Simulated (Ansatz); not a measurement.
Process, species as SMILES: [NH2] (NH2) → 2 H atom + N atom
B3LYP-D3(BJ)/def2-TZVP geometries, fixed; electronic energies without zero-point terms.
Largest species:
```
N
H 1 1.0284
H 1 1.0284 2 103.25
```
Charge 0, spin multiplicity 2.

Basis-set convergence of the atomisation energy at r2SCAN with Ansatz (a program for electronic structure). Cartesian d functions, on some or all atoms, in 6-31+G*; all else is spherical. The program fits the integrals of some runs and decomposes those of others, by size. Open shells are unrestricted. No added dispersion term, no relativity. Functions are those of the species that has most. Reference: the value in aug-cc-pV5Z, 183.92 kcal/mol, itself unsure by roughly 0.06 kcal/mol (its mean distance from pcseg-4, aug-pcseg-3, aug-cc-pVQZ). Deviations are taken from unrounded values.

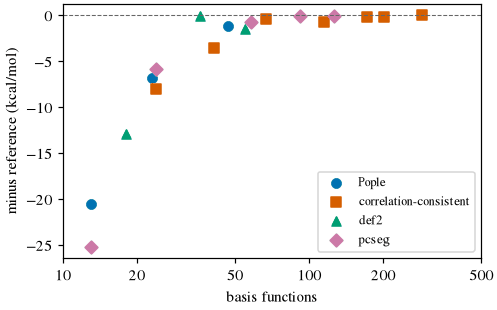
Figure. Deviation from the reference against the number of basis functions, by family of sets.

| basis | functions | atomisation energy (kcal/mol) | minus reference (kcal/mol) |
|---|---|---|---|
| 6-31G | 13 | 163.34 | -20.58 |
| pcseg-0 | 13 | 158.76 | -25.16 |
| def2-SV(P) | 18 | 171.02 | -12.90 |
| 6-31+G* | 23 | 177.06 | -6.86 |
| cc-pVDZ | 24 | 175.88 | -8.04 |
| pcseg-1 | 24 | 178.13 | -5.78 |
| def2-SVPD | 36 | 183.86 | -0.06 |
| aug-cc-pVDZ | 41 | 180.41 | -3.50 |
| 6-311++G(2d,2p) | 47 | 182.75 | -1.16 |
| def2-TZVPD | 55 | 182.48 | -1.43 |
| pcseg-2 | 58 | 183.20 | -0.72 |
| jun-cc-pV(T+d)Z | 67 | 183.49 | -0.42 |
| aug-pcseg-2 | 92 | 183.81 | -0.10 |
| cc-pVQZ | 115 | 183.23 | -0.69 |
| pcseg-3 | 126 | 183.85 | -0.06 |
| aug-cc-pVQZ | 172 | 183.76 | -0.16 |
| cc-pV5Z | 201 | 183.75 | -0.17 |
| aug-cc-pV5Z | 287 | 183.92 | 0.00 |
